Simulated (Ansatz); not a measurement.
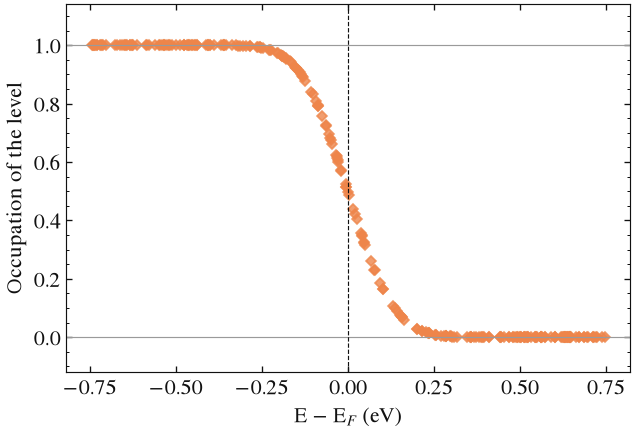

Occupations of the one-electron levels of the k mesh against their energy, from a run on Ru, space group P6_3/mmc (No. 194), 2 atoms in the cell, with Ansatz.

**Name the smearing function and its width.**

Gaussian smearing with a width of 0.15 eV. The occupations stay between 0 and 1 and die off fast, as an error function; the slope at the Fermi level is 1/(√π × width).
